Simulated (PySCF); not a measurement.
# C3H3F2O+: NMR shifts at several levels of theory

How much do the NMR shifts of C3H3F2O+ (`[O+]#CCC(F)F`) depend on the level of theory, and what does each level cost?

The runs use PySCF 2.14.0, with density-fitted response routines of our own; the level of theory stands in each step. All values are computed, except where a source is named. Atoms count from 0, in the outputs and in this text.

## (1) Starting geometry

9 atoms, charge 1, multiplicity 1; geometry from: GFN2-xTB.

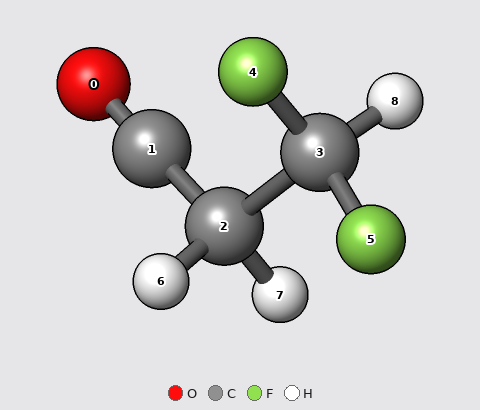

The starting geometry (oxygen red, carbon grey, fluorine green, hydrogen white), atoms numbered.

## (2) Geometry optimisation at PBE0-D3(BJ)/def2-SVP

What the job is given:

```
{"job": {"xc": "PBE0", "basis": "def2-SVP", "d3": "d3bj", "grid": 1, "kind": "geom"}, "charge": 1, "multiplicity": 1}
O      2.505337    -0.620693     0.259676
C      1.533635    -0.080558     0.189022
C      0.313259     0.559675     0.107716
C     -0.915879    -0.393992    -0.258993
F     -0.971603    -1.370411     0.640413
F     -2.007757     0.347786    -0.155444
H      0.063259     1.000565     1.093249
H      0.337177     1.381646    -0.627311
H     -0.843866    -0.818024    -1.273508
```

Output:

```text
step   0  E = -390.00336049  max force = 0.039530
step   1  E = -390.00534996  max force = 0.008144
step   2  E = -390.00562900  max force = 0.003038
step   3  E = -390.00571155  max force = 0.000748
step   4  E = -390.00572286  max force = 0.000429
optimisation converged
```

Run time: 24 s. Hardware: 1 thread, shared host.

Relaxation path:

```tsv
step	energy from step 0 (eV)	largest force component (eV/Å)
0	0.0000	2.0327
1	-0.0541	0.4188
2	-0.0617	0.1562
3	-0.0640	0.0385
4	-0.0643	0.0221
```

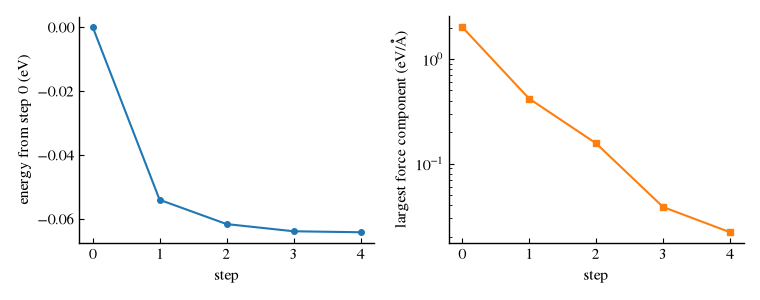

Energy and largest force along the relaxation.

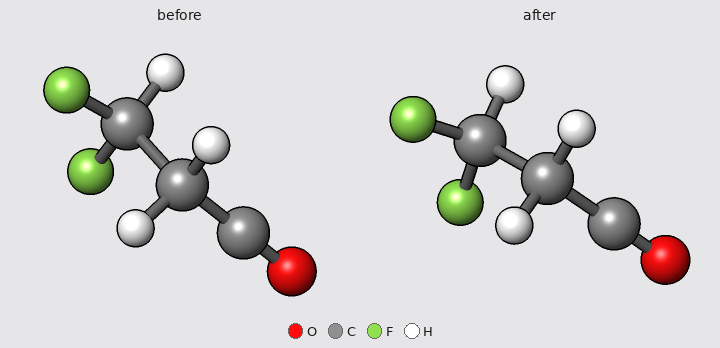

Before and after, at one scale.

Distances of close pairs at the start and the end, largest changes first:

```tsv
bond	before (Å)	after (Å)	change (Å)
C1–C2	1.381	1.421	+0.041
C2–C3	1.598	1.573	-0.025
C3–F5	1.324	1.319	-0.005
C3–F4	1.329	1.333	+0.004
C2–H7	1.103	1.107	+0.004
O0–C1	1.114	1.116	+0.002
C2–H6	1.108	1.110	+0.002
C3–H8	1.102	1.103	+0.001
```

The next job starts from the end point, and lists it.

```tsv
at the end point	value
point group (found at 0.08 Å tolerance)	C1
rotational constants (GHz, main isotopes)	8.957, 2.144, 1.809
```

## (3) Nuclear shieldings: PBE0/cc-pVDZ

What the job is given:

```
{"job": {"kind": "nmr", "xc": "PBE0", "basis": "cc-pVDZ", "pop": true}, "charge": 1, "multiplicity": 1}
O      2.510623    -0.563302    -0.046908
C      1.521384    -0.046046    -0.059229
C      0.250242     0.589415    -0.059241
C     -0.940318    -0.437924    -0.021423
F     -0.656794    -1.333827     0.923899
F     -2.010779     0.262186     0.301197
H      0.207799     1.202368     0.865209
H      0.197587     1.265944    -0.934051
H     -1.081615    -0.939470    -0.993698
```

Level: GIAO PBE0/cc-pVDZ NMR shielding, non-relativistic, gas phase.

Output:

```text
coarse grid: 8376 points
cycle   1  E = -390.1281440951  dE =  1.429e+00  |g| = 9.706e-01  |ddm| = 5.554e+00
cycle   2  E = -389.5184373148  dE =  6.097e-01  |g| = 2.081e+00  |ddm| = 3.496e+00
cycle   3  E = -390.3005694371  dE = -7.821e-01  |g| = 3.059e-01  |ddm| = 2.388e+00
cycle   4  E = -390.3170116721  dE = -1.644e-02  |g| = 7.589e-02  |ddm| = 4.276e-01
cycle   5  E = -390.3179266651  dE = -9.150e-04  |g| = 1.786e-02  |ddm| = 9.579e-02
cycle   6  E = -390.3179904125  dE = -6.375e-05  |g| = 4.200e-03  |ddm| = 3.248e-02
cycle   7  E = -390.3179939807  dE = -3.568e-06  |g| = 9.697e-04  |ddm| = 7.076e-03
final grid: 84160 points
cycle   8  E = -390.3226680441  dE = -2.359e-06  |g| = 1.269e-02  |ddm| = 4.631e-02
cycle   9  E = -390.3225473328  dE =  1.207e-04  |g| = 2.837e-02  |ddm| = 4.415e-02
cycle  10  E = -390.3226990975  dE = -1.518e-04  |g| = 1.829e-03  |ddm| = 2.997e-02
cycle  11  E = -390.3226997670  dE = -6.695e-07  |g| = 3.076e-04  |ddm| = 2.889e-03
cycle  12  E = -390.3226997823  dE = -1.532e-08  |g| = 8.869e-05  |ddm| = 4.978e-04
cycle  13  E = -390.3226997834  dE = -1.169e-09  |g| = 2.039e-05  |ddm| = 1.297e-04
cycle  14  E = -390.3226997835  dE = -9.572e-11  |g| = 6.366e-06  |ddm| = 3.923e-05
converged SCF energy = -390.3226997835

GIAO shielding tensors (ppm)
atom      isotropic    diamagn.    paramagn.     s11        s22        s33       span
  0 O        0.460     395.466    -395.006   -178.028   -171.352    350.759    528.786
  1 C       48.839     264.582    -215.742    -65.371    -58.946    270.835    336.206
  2 C      173.952     255.878     -81.926    145.150    176.473    200.232     55.082
  3 C       88.234     242.318    -154.084     68.726     88.989    106.988     38.262
  4 F      290.059     470.161    -180.103    199.588    312.208    358.379    158.792
  5 F      286.234     467.035    -180.801    217.970    291.086    349.646    131.676
  6 H       26.929      27.574      -0.645     23.557     25.955     31.275      7.719
  7 H       27.265      27.174       0.091     23.163     25.601     33.031      9.868
  8 H       24.767      27.927      -3.161     22.787     23.334     28.180      5.393
```

Wall time 10 s (1 thread, shared host).

The references, computed at this level on geometries of the same kind, shield at (ppm): 1H TMS 31.29, 13C TMS 196.8, 19F CFCl3 200.9, 17O H2O 343.3. Their shielding less the atom's gives the shift. The references are single molecules in the gas phase, so shifts against H2O, NH3, PH3, H3PO4 or CFCl3 are not on the usual liquid scales and can be off by tens of ppm. Atoms listed in one row are averaged.

```tsv
atoms	environment	σ (ppm)	δ (ppm)
C1	acylium carbon	48.8	147.9
C3	sp3 CH bonded to 2 F	88.2	108.5
C2	sp3 CH2	174.0	22.8
H8	hydrogen on an sp3 CH bonded to 2 F	24.77	6.52
H6, H7	hydrogen on an sp3 CH2	27.10	4.19
O0	oxygen bonded to C	0.5	342.9
F4, F5	fluorine of a CF2 group	288.1	-87.2
```

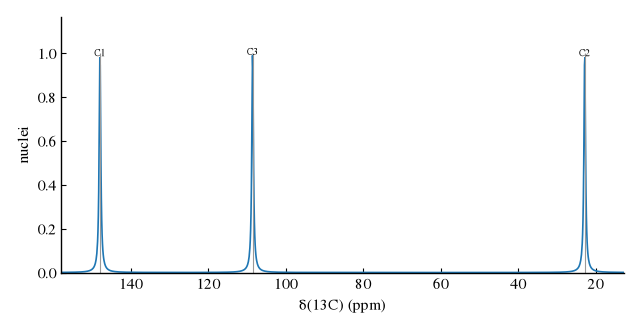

13C lines at the computed shifts, without couplings. Lines are broadened to a width of 0.50 ppm (Lorentzian).

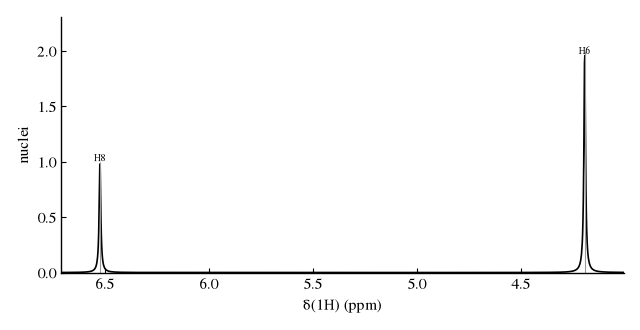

1H lines at the computed shifts, without couplings. Lines are broadened to a width of 0.01 ppm (Lorentzian).

The run also stored atomic charges by several schemes (e):

```tsv
atoms	Mulliken	IAO	Hirshfeld	ESP fit
O0	0.16	0.00	0.10	0.00
C1	0.35	0.65	0.42	0.62
C2	-0.17	-0.38	-0.01	-0.43
C3	0.41	0.49	0.19	0.42
F4, F5	-0.13	-0.24	-0.03	-0.13
```

ESP fit charges:

```tsv
atom	value (e)
O0	0.00
C1	0.62
C2	-0.43
C3	0.42
F4	-0.15
F5	-0.12
H6	0.28
H7	0.26
H8	0.11
```

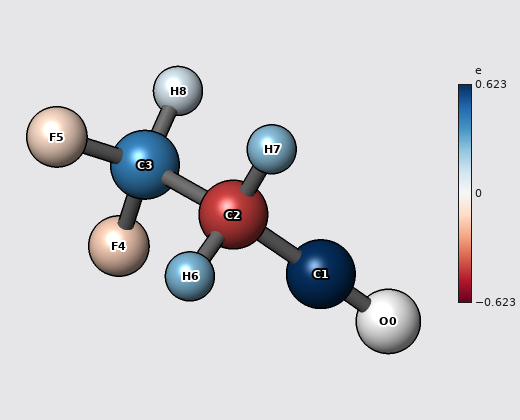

ESP fit charges, as colours on the atoms.

Mayer bond orders: O0–C1 2.69, C1–C2 1.11, C2–C3 0.93, C3–F4 1.15, C3–F5 1.18.

## (4) Shielding tensors: PBE0/cc-pVTZ

Settings changed since step 3:

```diff
@@ -1,2 +1,2 @@
-{"job": {"kind": "nmr", "xc": "PBE0", "basis": "cc-pVDZ", "pop": true}, "charge": 1, "multiplicity": 1}
+{"job": {"kind": "nmr", "xc": "PBE0", "basis": "cc-pVTZ", "pop": true}, "charge": 1, "multiplicity": 1}
 O      2.510623    -0.563302    -0.046908
```

Level: GIAO PBE0/cc-pVTZ NMR shielding, non-relativistic, gas phase.

Output:

```text
coarse grid: 8376 points
cycle   1  E = -390.2706744171  dE =  1.397e+00  |g| = 9.667e-01  |ddm| = 5.871e+00
cycle   2  E = -389.6845039751  dE =  5.862e-01  |g| = 2.100e+00  |ddm| = 3.082e+00
cycle   3  E = -390.4343161901  dE = -7.498e-01  |g| = 3.014e-01  |ddm| = 2.192e+00
cycle   4  E = -390.4487344353  dE = -1.442e-02  |g| = 8.520e-02  |ddm| = 3.972e-01
cycle   5  E = -390.4497840213  dE = -1.050e-03  |g| = 2.068e-02  |ddm| = 9.474e-02
cycle   6  E = -390.4498561867  dE = -7.217e-05  |g| = 4.616e-03  |ddm| = 3.188e-02
cycle   7  E = -390.4498600027  dE = -3.816e-06  |g| = 1.196e-03  |ddm| = 7.282e-03
final grid: 84160 points
cycle   8  E = -390.4430677101  dE = -3.389e-05  |g| = 1.386e-02  |ddm| = 7.268e-02
cycle   9  E = -390.4429325401  dE =  1.352e-04  |g| = 3.086e-02  |ddm| = 4.548e-02
cycle  10  E = -390.4431014336  dE = -1.689e-04  |g| = 1.884e-03  |ddm| = 3.084e-02
cycle  11  E = -390.4431020930  dE = -6.595e-07  |g| = 4.130e-04  |ddm| = 2.851e-03
cycle  12  E = -390.4431021185  dE = -2.549e-08  |g| = 1.389e-04  |ddm| = 5.272e-04
cycle  13  E = -390.4431021212  dE = -2.636e-09  |g| = 2.831e-05  |ddm| = 1.984e-04
cycle  14  E = -390.4431021213  dE = -1.528e-10  |g| = 7.965e-06  |ddm| = 4.587e-05
converged SCF energy = -390.4431021213

GIAO shielding tensors (ppm)
atom      isotropic    diamagn.    paramagn.     s11        s22        s33       span
  0 O      -26.336     392.253    -418.589   -217.851   -210.119    348.962    566.813
  1 C       32.312     262.998    -230.686    -89.849    -84.115    270.900    360.749
  2 C      165.501     250.792     -85.291    138.761    167.572    190.170     51.409
  3 C       74.501     238.595    -164.094     55.042     75.272     93.189     38.147
  4 F      279.575     468.970    -189.395    186.229    303.060    349.438    163.209
  5 F      274.744     465.755    -191.011    199.416    284.699    340.118    140.703
  6 H       26.724      27.676      -0.952     23.216     25.848     31.107      7.890
  7 H       26.988      27.218      -0.231     22.718     25.348     32.897     10.180
  8 H       24.543      27.829      -3.286     22.572     23.145     27.913      5.342
```

Run time: 31 s. Hardware: 1 thread, shared host.

Key values: δ C1 155.0, C3 112.8, C2 21.8, O0 361.2, H8 6.75, H6 4.44 ppm (means over like atoms).

## (5) Shielding tensors: PBE0/aug-cc-pVDZ

Settings changed since step 4:

```diff
@@ -1,2 +1,2 @@
-{"job": {"kind": "nmr", "xc": "PBE0", "basis": "cc-pVTZ", "pop": true}, "charge": 1, "multiplicity": 1}
+{"job": {"kind": "nmr", "xc": "PBE0", "basis": "aug-cc-pVDZ", "pop": true}, "charge": 1, "multiplicity": 1}
 O      2.510623    -0.563302    -0.046908
```

With the program's defaults for keys left out, this is: GIAO PBE0/aug-cc-pVDZ NMR shielding, non-relativistic, gas phase.

Output:

```text
coarse grid: 8376 points
cycle   1  E = -390.1714380972  dE =  1.430e+00  |g| = 9.093e-01  |ddm| = 6.404e+00
cycle   2  E = -389.6248959616  dE =  5.465e-01  |g| = 1.977e+00  |ddm| = 3.615e+00
cycle   3  E = -390.3289388590  dE = -7.040e-01  |g| = 2.813e-01  |ddm| = 2.477e+00
cycle   4  E = -390.3426673307  dE = -1.373e-02  |g| = 7.808e-02  |ddm| = 4.135e-01
cycle   5  E = -390.3436288801  dE = -9.615e-04  |g| = 1.984e-02  |ddm| = 1.172e-01
cycle   6  E = -390.3437008946  dE = -7.201e-05  |g| = 4.175e-03  |ddm| = 3.537e-02
cycle   7  E = -390.3437044168  dE = -3.522e-06  |g| = 1.034e-03  |ddm| = 7.581e-03
final grid: 84160 points
cycle   8  E = -390.3484432851  dE = -5.520e-06  |g| = 1.264e-02  |ddm| = 8.902e-02
cycle   9  E = -390.3483241642  dE =  1.191e-04  |g| = 2.823e-02  |ddm| = 4.904e-02
cycle  10  E = -390.3484739441  dE = -1.498e-04  |g| = 1.847e-03  |ddm| = 3.233e-02
cycle  11  E = -390.3484746268  dE = -6.827e-07  |g| = 3.238e-04  |ddm| = 3.083e-03
cycle  12  E = -390.3484746434  dE = -1.662e-08  |g| = 1.014e-04  |ddm| = 5.547e-04
cycle  13  E = -390.3484746449  dE = -1.545e-09  |g| = 2.372e-05  |ddm| = 1.440e-04
cycle  14  E = -390.3484746451  dE = -1.241e-10  |g| = 7.404e-06  |ddm| = 5.033e-05
converged SCF energy = -390.3484746451

GIAO shielding tensors (ppm)
atom      isotropic    diamagn.    paramagn.     s11        s22        s33       span
  0 O       -1.883     387.843    -389.725   -183.059   -174.589    351.999    535.058
  1 C       44.837     247.414    -202.577    -70.948    -65.881    271.340    342.288
  2 C      173.233     241.733     -68.500    147.268    175.245    197.186     49.918
  3 C       88.162     217.415    -129.253     69.002     89.166    106.319     37.317
  4 F      291.353     465.023    -173.670    203.181    312.741    358.137    154.956
  5 F      286.793     469.840    -183.047    215.370    295.548    349.461    134.091
  6 H       26.785      24.421       2.364     23.286     25.951     31.118      7.832
  7 H       27.037      25.733       1.304     22.824     25.471     32.817      9.993
  8 H       24.511      28.542      -4.031     22.492     23.072     27.969      5.478
```

Wall time 21 s (1 thread, shared host).

In short: δ C1 150.3, C3 107.0, C2 21.9, O0 337.8, H8 6.88, H6 4.48 ppm (means over like atoms).

## (6) Shielding tensors: PBE0/IGLO-III

Settings changed since step 5:

```diff
@@ -1,2 +1,2 @@
-{"job": {"kind": "nmr", "xc": "PBE0", "basis": "aug-cc-pVDZ", "pop": true}, "charge": 1, "multiplicity": 1}
+{"job": {"kind": "nmr", "xc": "PBE0", "basis": "IGLO-III", "pop": true}, "charge": 1, "multiplicity": 1}
 O      2.510623    -0.563302    -0.046908
```

Level: GIAO PBE0/IGLO-III NMR shielding, non-relativistic, gas phase.

Output:

```text
coarse grid: 8376 points
cycle   1  E = -390.2756733077  dE =  1.415e+00  |g| = 9.763e-01  |ddm| = 2.178e+00
cycle   2  E = -389.6684897030  dE =  6.072e-01  |g| = 2.134e+00  |ddm| = 1.066e+00
cycle   3  E = -390.4427676449  dE = -7.743e-01  |g| = 3.062e-01  |ddm| = 6.815e-01
cycle   4  E = -390.4574926755  dE = -1.473e-02  |g| = 9.134e-02  |ddm| = 1.320e-01
cycle   5  E = -390.4586951810  dE = -1.203e-03  |g| = 2.171e-02  |ddm| = 3.293e-02
cycle   6  E = -390.4587724025  dE = -7.722e-05  |g| = 4.744e-03  |ddm| = 1.171e-02
cycle   7  E = -390.4587763891  dE = -3.987e-06  |g| = 1.272e-03  |ddm| = 2.434e-03
final grid: 84160 points
cycle   8  E = -390.4653156756  dE = -6.322e-05  |g| = 1.275e-02  |ddm| = 4.053e-02
cycle   9  E = -390.4652026438  dE =  1.130e-04  |g| = 2.825e-02  |ddm| = 1.262e-02
cycle  10  E = -390.4653439920  dE = -1.413e-04  |g| = 1.871e-03  |ddm| = 8.513e-03
cycle  11  E = -390.4653446252  dE = -6.332e-07  |g| = 4.769e-04  |ddm| = 9.326e-04
cycle  12  E = -390.4653446611  dE = -3.590e-08  |g| = 1.781e-04  |ddm| = 2.411e-04
cycle  13  E = -390.4653446653  dE = -4.165e-09  |g| = 3.399e-05  |ddm| = 7.647e-05
cycle  14  E = -390.4653446655  dE = -2.165e-10  |g| = 9.502e-06  |ddm| = 2.092e-05
converged SCF energy = -390.4653446655

GIAO shielding tensors (ppm)
atom      isotropic    diamagn.    paramagn.     s11        s22        s33       span
  0 O      -36.609     399.918    -436.527   -233.327   -224.371    347.873    581.200
  1 C       25.347     260.552    -235.205   -100.531    -94.374    270.946    371.477
  2 C      161.133     251.190     -90.057    133.760    163.352    186.288     52.528
  3 C       69.088     245.805    -176.718     49.688     69.965     87.611     37.922
  4 F      276.561     462.900    -186.339    181.609    298.580    349.493    167.884
  5 F      271.919     459.830    -187.911    194.994    280.237    340.525    145.531
  6 H       26.719      25.728       0.991     23.124     25.897     31.135      8.011
  7 H       27.001      25.916       1.086     22.645     25.453     32.907     10.262
  8 H       24.519      26.712      -2.192     22.495     23.123     27.940      5.444
```

Run time: 32 s. Hardware: 1 thread, shared host.

This run: δ C1 158.4, C3 114.7, C2 22.6, O0 363.8, H8 6.85, H6 4.51 ppm (means over like atoms).

## (7) NMR shieldings: PBE0/pcSseg-0

Settings changed since step 6:

```diff
@@ -1,2 +1,2 @@
-{"job": {"kind": "nmr", "xc": "PBE0", "basis": "IGLO-III", "pop": true}, "charge": 1, "multiplicity": 1}
+{"job": {"kind": "nmr", "xc": "PBE0", "basis": "pcSseg-0", "pop": true}, "charge": 1, "multiplicity": 1}
 O      2.510623    -0.563302    -0.046908
```

Method: GIAO PBE0/pcSseg-0 NMR shielding, non-relativistic, gas phase.

Output:

```text
coarse grid: 8376 points
cycle   1  E = -389.2341200341  dE =  1.453e+00  |g| = 9.272e-01  |ddm| = 3.166e+00
cycle   2  E = -388.6086168103  dE =  6.255e-01  |g| = 2.121e+00  |ddm| = 3.227e+00
cycle   3  E = -389.4144612077  dE = -8.058e-01  |g| = 3.189e-01  |ddm| = 1.793e+00
cycle   4  E = -389.4321056942  dE = -1.764e-02  |g| = 6.166e-02  |ddm| = 3.069e-01
cycle   5  E = -389.4327423179  dE = -6.366e-04  |g| = 1.702e-02  |ddm| = 5.266e-02
cycle   6  E = -389.4327951153  dE = -5.280e-05  |g| = 3.428e-03  |ddm| = 2.109e-02
cycle   7  E = -389.4327972289  dE = -2.114e-06  |g| = 9.792e-04  |ddm| = 3.902e-03
final grid: 84160 points
cycle   8  E = -389.3555620979  dE = -7.039e-06  |g| = 8.157e-03  |ddm| = 2.039e-02
cycle   9  E = -389.3555154364  dE =  4.666e-05  |g| = 1.800e-02  |ddm| = 1.585e-02
cycle  10  E = -389.3555738798  dE = -5.844e-05  |g| = 1.661e-03  |ddm| = 1.093e-02
cycle  11  E = -389.3555743282  dE = -4.484e-07  |g| = 2.066e-04  |ddm| = 1.672e-03
cycle  12  E = -389.3555743351  dE = -6.913e-09  |g| = 5.164e-05  |ddm| = 2.100e-04
cycle  13  E = -389.3555743355  dE = -4.416e-10  |g| = 2.157e-05  |ddm| = 9.689e-05
converged SCF energy = -389.3555743355

GIAO shielding tensors (ppm)
atom      isotropic    diamagn.    paramagn.     s11        s22        s33       span
  0 O      -61.112     401.760    -462.872   -266.844   -257.670    341.177    608.021
  1 C       20.705     265.827    -245.122   -109.102   -100.061    271.278    380.379
  2 C      164.074     248.518     -84.444    128.879    165.113    198.230     69.351
  3 C       67.978     238.375    -170.396     45.550     67.538     90.848     45.298
  4 F      268.994     473.358    -204.365    164.027    287.348    355.606    191.579
  5 F      275.250     469.496    -194.246    206.873    259.448    359.429    152.556
  6 H       27.585      25.267       2.318     23.461     27.117     32.176      8.715
  7 H       28.108      25.024       3.084     23.077     26.964     34.284     11.207
  8 H       25.196      24.635       0.561     22.688     23.750     29.150      6.461
```

It took 5.6 s on 1 thread, shared host.

In short: δ C1 172.8, C3 125.5, C2 29.4, O0 399.0, H8 7.64, H6 4.99 ppm (means over like atoms).

## (8) Side by side: NMR shifts

Shifts (ppm), means over like atoms, with basis size and wall time:

```tsv
run	C1	C3	C2	H8	H6	O0	F4	functions	time
PBE0/cc-pVDZ	147.9	108.5	22.8	6.52	4.19	342.9	-87.2	99	10 s
PBE0/cc-pVTZ	155.0	112.8	21.8	6.75	4.44	361.2	-94.6	222	31 s
PBE0/aug-cc-pVDZ	150.3	107.0	21.9	6.88	4.48	337.8	-94.9	165	21 s
PBE0/IGLO-III	158.4	114.7	22.6	6.85	4.51	363.8	-99.6	240	32 s
PBE0/pcSseg-0	172.8	125.5	29.4	7.64	4.99	399.0	-93.8	60	5.6 s
```

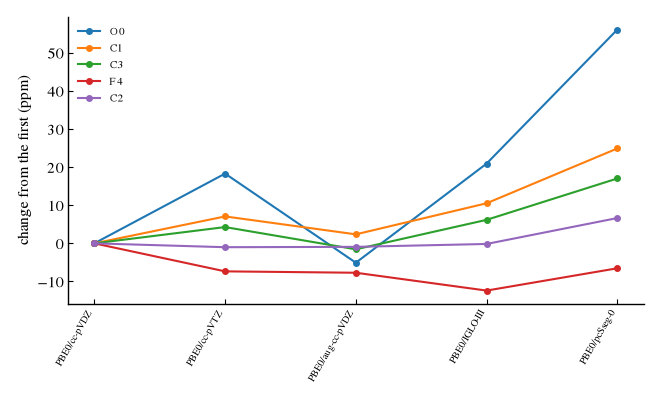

How five of the tabulated atoms move from run to run.

## (9) What came out

| quantity | value |
| --- | --- |
| point group | C1 |
| rotational constants (main isotopes) | 8.96, 2.14, 1.81 GHz |
| 13C shifts against TMS (PBE0/cc-pVDZ) | 147.9, 108.5, 22.8 ppm |
| 1H shifts against TMS (PBE0/cc-pVDZ, means over atoms taken as alike) | 6.52, 4.19 ppm |
| 17O shifts against H2O (PBE0/cc-pVDZ) | 342.9 ppm |
| 19F shifts against CFCl3 (PBE0/cc-pVDZ, means over atoms taken as alike) | -87.2 ppm |
| range of the shift of O0 | 337.8 to 399.0 ppm |

**Reading.** Single values in the summary come from the first run of each kind that ended normally (PBE0/cc-pVDZ), which need not be the best level. Relaxing lowered the energy by 0.064 eV in 4 steps; the close pair that moved most is C1–C2, from 1.381 to 1.421 Å. No frequency check was run at this level, so the end point may be a saddle. At PBE0/cc-pVDZ: The largest span, 529 ppm, is at O0, where the paramagnetic term is -395 ppm. Across the 5 runs the shift of O0 moves most, between 337.8 (PBE0/aug-cc-pVDZ) and 399.0 ppm (PBE0/pcSseg-0).
